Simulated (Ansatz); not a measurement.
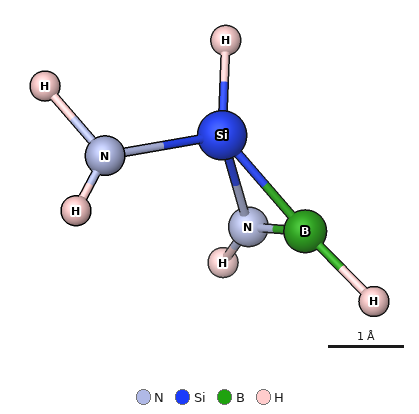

*The structure as given in the input (ball-and-stick view, seen at a tilt).*

Bond lengths as drawn: B–H 1.37 Å, B–N 1.22 Å, B–Si 1.72 Å, H–N 0.87 to 1.30 Å, H–Si 1.42 Å and N–Si 1.78 to 1.83 Å.

# Run report: BSiN2H5 (charge +1), geometry relaxation

BSiN2H5, charge +1, multiplicity 2, computed with UKS B3LYP5/x2c-TZVPPall (Ansatz 0.2.0).

The run did not end well. The geometry comes from this level: PBE0-D4/def2-TZVP.

### The program's output
```
Functional definition: B3LYP5
  name "B3LYP5"
  cite "Stephens, Devlin, Chabalowski & Frisch, J. Phys. Chem. 98, 11623 (1994) doi:10.1021/j100096a001"
  cite "Becke, Phys. Rev. A 38, 3098 (1988) doi:10.1103/PhysRevA.38.3098"
  cite "Lee, Yang & Parr, Phys. Rev. B 37, 785 (1988) doi:10.1103/PhysRevB.37.785"
  cite "Vosko, Wilk & Nusair, Can. J. Phys. 58, 1200 (1980) doi:10.1139/p80-159"
  parameter a0 = 0.2
  parameter ax = 0.72
  parameter ac = 0.81
  exchange = (1 - a0 - ax)*slater_x + ax*b88_x + a0*exact_x
  correlation = (1 - ac)*vwn5_c + ac*lyp_c
1077 factors; their error is unknown
mean field evaluation 1: about -11589.4880 eV, gradient 8.4e1 eV
mean field evaluation 2: about -11510.9877 eV, gradient 1.3e2 eV
mean field evaluation 4: about -11611.7031 eV, gradient 3.0e1 eV
mean field evaluation 8: about -11616.6220 eV, gradient 5.1e-1 eV
mean field evaluation 16: about -11616.6327 eV, gradient 1.6e-3 eV
mean field -11616.63272126 eV, -426.9033784699 hartree, gradient 5.6e-5 eV, S^2 0.763440; 0 other end points of the search recorded, 0 dependent functions left out
the calculation of the forces begins
reference -11616.63297616 eV, -426.9033878372 hartree; 19, 18 occupied and 186, 187 virtual orbitals, 1077 factors
relax step   1: F+E_penalty+E_count = -11616.63272126 eV  Δ(F+E_penalty+E_count) = +0.000e0 eV  max|allowed force component| = 1.413e1 eV/Å  Δτ_max = 0.0000 Å  (38 SCF iters, accepted)
these checks for a lower state are left out or cut short: starts, cluster_reference, orbital_swaps, neighbouring_geometries, increment
1077 factors; their error is unknown
mean field -11619.99188014 eV, -427.0268252818 hartree, gradient 1.3e-5 eV, S^2 0.761449; 0 other end points of the search recorded, 0 dependent functions left out
the calculation of the forces begins
reference -11619.99212900 eV, -427.0268344270 hartree; 19, 18 occupied and 186, 187 virtual orbitals, 1077 factors
relax step   2: F+E_penalty+E_count = -11619.99188014 eV  Δ(F+E_penalty+E_count) = -3.359e0 eV  max|allowed force component| = 5.866e0 eV/Å  Δτ_max = 0.1941 Å  (47 SCF iters, accepted)
```

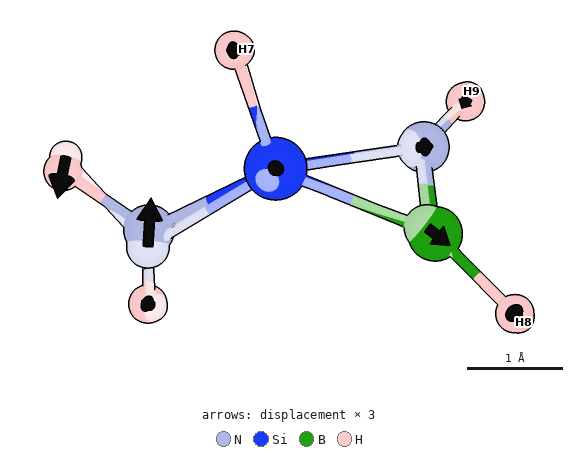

*Start (faint) and end (solid) with the displacements as black arrows, magnified 3 times (ball-and-stick view, seen at a tilt). The two geometries are laid on each other by the best rigid fit.*

The relaxation stopped without meeting its thresholds, so the last structure isn't shown to be converged. After 1 geometry step the energy has fallen by 324.1 kJ/mol. The largest force component goes from 14 to 5.9 eV/Å. The atom that moves furthest after the best rigid fit is N1 (0.18 Å). By element the largest moves are N 0.18 Å, H 0.16 Å, B 0.11 Å, Si 0.06 Å. Among the contacts that change: N1–H5 1.297 → 1.105 Å, B3–H8 1.371 → 1.242 Å, N1–H6 0.871 → 0.996 Å, Si2–B3 1.719 → 1.814 Å. Among the angles that change: Si2–N1–H5 104.9° → 118.8°, N4–B3–H8 132.8° → 138.3°, H5–N1–H6 115.2° → 110.4°. (Atoms are counted from 1 in the order of the input.)

```
Error: geometry relaxation did not converge after 2 steps: max|allowed force component| = 5.87e0 eV/Å (threshold 1.0e-3). Raise `relax.max_steps` over both its present limit and 2, loosen `relax.f_tol`, or start from a geometry closer to equilibrium. Where this run's directory can be resumed (`checkpoint.write`), a resume goes on for up to `relax.max_steps` more
```

### Trajectory as extended XYZ (Å, eV, eV/Å), 2 frames, from step=1 to step=2
```
9
Properties=species:S:1:pos:R:3:forces:R:3 step=1 energy=-11616.63272
N    -0.7469    1.5006    0.1768   14.1318   0.9898   7.0753
Si    0.3063    0.0673    0.6124   -1.1944   7.4136   0.4180
B    -0.0940   -1.5296    0.1164   -7.5970 -11.1827   2.9074
N     0.6339   -1.0483   -0.7325    6.0757   2.3174  -8.5460
H     0.0543    2.5198    0.1900   -3.9722  -3.6718   0.0550
H    -1.4223    1.5668   -0.3687   -8.0711   0.8871  -6.2971
H     1.5730    0.4481    1.1410    0.4825   0.6258   0.6282
H    -0.8740   -2.6568    0.1444    1.3169   1.9844   0.4790
H     1.1137   -1.1762   -1.7590   -1.7597   0.6058   3.2488
9
Properties=species:S:1:pos:R:3:forces:R:3 step=2 energy=-11619.99188
N    -0.6134    1.5223    0.1355    3.3153   1.2303   0.7584
Si    0.2871    0.0692    0.5576    0.1537   4.9122  -0.1223
B    -0.1867   -1.6163    0.0829   -3.1311  -5.8665  -0.1638
N     0.6025   -1.0861   -0.7917    1.6840   1.0378  -2.0398
H    -0.1263    2.5063    0.2598   -1.5597  -2.5204   0.0845
H    -1.4502    1.6139   -0.3975   -0.8626  -0.1396  -0.4067
H     1.5323    0.4734    1.1925    0.0605   0.1188   0.2829
H    -0.8760   -2.6414    0.2076    0.5463   0.9650   0.3698
H     1.0360   -1.1671   -1.7441   -0.7687   0.2327   1.2103
```

The run was set up as follows.

### The input
```yaml
crystal:
  periodic: [false, false, false]
  atoms:
    - {symbol: N, position_ang: [-0.746913, 1.500556, 0.176770]}
    - {symbol: Si, position_ang: [0.306328, 0.067299, 0.612352]}
    - {symbol: B, position_ang: [-0.093954, -1.529579, 0.116360]}
    - {symbol: N, position_ang: [0.633937, -1.048305, -0.732459]}
    - {symbol: H, position_ang: [0.054291, 2.519807, 0.189951]}
    - {symbol: H, position_ang: [-1.422281, 1.566842, -0.368749]}
    - {symbol: H, position_ang: [1.572956, 0.448150, 1.141041]}
    - {symbol: H, position_ang: [-0.874023, -2.656792, 0.144429]}
    - {symbol: H, position_ang: [1.113749, -1.176221, -1.758964]}
basis:
  gaussian: {orbitals: x2c-TZVPPall, point_charges: [{charge: 2.00, position_ang: [6.393, 0.345, 0.017]}]}
total_charge: 1
magnetization: {spin_polarized: true, initial_magnetization: 1}
hamiltonian: {xc: {name: B3LYP5}}
relax: {f_tol: 0.001, max_steps: 2}
output: {forces: true}
```

Command:
```bash
ansatz run in.yaml --threads 2 --pin off --events-out ev --progress --plain --max-ram 4352MiB
```

### Outcome

```tsv
quantity	value
outcome	not converged
hardware	2 threads of Arm Neoverse V2, 23 GiB of memory available, shared host
wall time	13 s (CPU time 24 s)
peak memory	0.52 GiB
```

### Diagnosis

A setting was made wrong on purpose: the optimiser is allowed too few steps. The run did not converge: “geometry relaxation did not converge after 2 steps: max|allowed force component| = 5.87e0 eV/Å (threshold 1.0e-3). Raise `relax.max_steps` over both its present limit and 2, loosen `relax.f_tol`, or start from a geometry closer to equilibrium …” Its last values are not results.
